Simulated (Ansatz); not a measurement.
# Run report: AlNH4F2, frequency calculation

The run: frequency calculation of AlNH4F2. Method and program: RKS PBE-D4/def2-mTZVP (Ansatz 0.2.0).

It belongs to a series of runs on one base structure; here: vibrations at the highest image of the band.

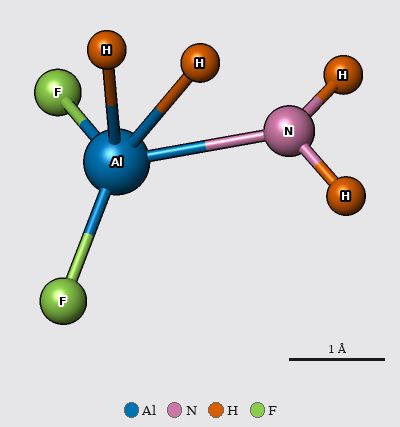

**Figure 1.** The structure as given in the input (ball-and-stick view, seen at a tilt). Sticks mark near contacts. Bond lengths as drawn: Al–F 1.67 Å, Al–H 1.80 to 1.81 Å, Al–N 1.87 Å and H–N 1.02 Å.

**Key numbers**

```json
{"quantity": "outcome", "value": "converged"}
{"quantity": "total energy", "value": "−13581.7664 eV"}
{"quantity": "mean-field energy", "value": "−13581.6546 eV"}
{"quantity": "largest force (length of the vector)", "value": "0.019 eV/Å"}
{"quantity": "hardware", "value": "2 threads of Arm Neoverse V2, 24 GiB of memory available, shared host"}
{"quantity": "wall time", "value": "34 s (CPU time 65 s)"}
{"quantity": "peak memory", "value": "0.11 GiB"}
```

**Input file**
```yaml
crystal:
  periodic: [false, false, false]
  atoms:
    - { symbol: Al, position_ang: [-0.028271, 0.265898, 0.159352] }
    - { symbol: "N", position_ang: [-0.026415, 0.034519, 2.018791] }
    - { symbol: H, position_ang: [-0.831066, -0.346998, 2.521483] }
    - { symbol: H, position_ang: [0.828459, -0.161851, 2.544358] }
    - { symbol: F, position_ang: [1.455402, 0.114696, -0.581806] }
    - { symbol: F, position_ang: [-1.447736, -0.166369, -0.597653] }
    - { symbol: H, position_ang: [-0.202612, 1.972453, 0.717946] }
    - { symbol: H, position_ang: [-0.162962, 1.410852, 1.553928] }
basis:
  gaussian: { orbitals: def2-mTZVP }
hamiltonian:
  xc: pbe
  dispersion: d4
phonons: {}
```

Run as:
```bash
ansatz run input.yaml --threads 2 --pin off --max-ram 3072MiB --backend cpu --events-out ev --progress --plain --runs-dir out
```

**The program's output**
```
Engine: ansatz 0.2.0, aarch64-unknown-linux-gnu
Functional definition: PBE
  parameter kappa = 0.804
  parameter beta = 0.06672455060314922
  exchange = pbe_x(kappa = kappa, mu = beta*pi^2/3)
  correlation = pbe_c(beta = beta)
831 factors; their error is unknown
mean field evaluation 1: about -13568.5300 eV, gradient 8.9e1 eV
mean field evaluation 2: about -13520.0764 eV, gradient 1.7e2 eV
mean field evaluation 4: about -13581.6210 eV, gradient 4.0e0 eV
mean field evaluation 8: about -13581.6545 eV, gradient 1.0e-1 eV
mean field -13581.65454315 eV, -499.1165984848 hartree, gradient 6.1e-5 eV, S^2 0.000000; 0 other end points of the search recorded, 0 dependent functions left out
the calculation of the forces begins
reference -13581.65458638 eV, -499.1166000733 hartree; 21, 21 occupied and 70, 70 virtual orbitals, 831 factors
these checks for a lower state are left out or cut short: stability, starts, cluster_reference, orbital_swaps, neighbouring_geometries, increment
831 factors; their error is unknown
mean field evaluation 16: about -13581.6729 eV, gradient 1.7e-1 eV
mean field -13581.65437082 eV, -499.1165921517 hartree, gradient 2.2e-6 eV, S^2 0.000000; 0 other end points of the search recorded, 0 dependent functions left out
[... from here on the field's lines of each further geometry are left out, up to the last ...]
the calculation of the forces begins
reference -13581.65455210 eV, -499.1165988134 hartree; 21, 21 occupied and 70, 70 virtual orbitals, 831 factors
these checks for a lower state are left out or cut short: stability, starts, cluster_reference, orbital_swaps, neighbouring_geometries, increment
831 factors; their error is unknown
mean field -13581.65454654 eV, -499.1165986091 hartree, gradient 1.9e-6 eV, S^2 0.000000; 0 other end points of the search recorded, 0 dependent functions left out
the calculation of the forces begins
reference -13581.65458977 eV, -499.1166001978 hartree; 21, 21 occupied and 70, 70 virtual orbitals, 831 factors
WARN: phonons: modes at or below zero, which the zero-point energy, F, S and C_V leave out: 1, the lowest at -1096.37 cm⁻¹. A minimum has none, and a first-order saddle one
Total energy: -13581.76643695 eV, -499.1207105061 hartree
Atom 0 at    -0.028271     0.265898     0.159352 Å, force    -0.013170     0.002360     0.012806 eV/Å
Atom 1 at    -0.026415     0.034519     2.018791 Å, force    -0.001109     0.003556     0.011687 eV/Å
Atom 2 at    -0.831066    -0.346998     2.521483 Å, force    -0.002326     0.002526    -0.004673 eV/Å
Atom 3 at     0.828459    -0.161851     2.544358 Å, force     0.003316    -0.003045    -0.005943 eV/Å
Atom 4 at     1.455402     0.114696    -0.581806 Å, force     0.004641     0.000368    -0.003949 eV/Å
Atom 5 at    -1.447736    -0.166369    -0.597653 Å, force     0.004210    -0.003827    -0.006090 eV/Å
Atom 6 at    -0.202612     1.972453     0.717946 Å, force    -0.002390     0.003220     0.001799 eV/Å
Atom 7 at    -0.162962     1.410852     1.553928 Å, force     0.006828    -0.005158    -0.005637 eV/Å
Dipole moment:    -0.003819     0.002059     0.795297 e Å
Vibrations: -1096.37 149.08 217.02 289.61 309.33 496.89 610.69 658.60 702.58 781.04 903.83 956.65 1391.12 1543.90 1766.12 1774.55 3435.85 3532.56 cm⁻¹, zero-point energy 1.210050 eV
```

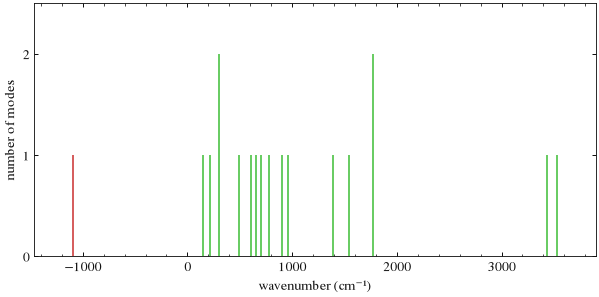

**Figure 2.** Harmonic vibrational wavenumbers from the force constants; neighbouring modes closer than 21 cm⁻¹ are counted in one stick, and imaginary ones are drawn at negative wavenumbers. 18 modes from 1096i to 3533 cm⁻¹, 1 imaginary beyond 8i (1096i cm⁻¹): a first-order saddle point, if the geometry is stationary.
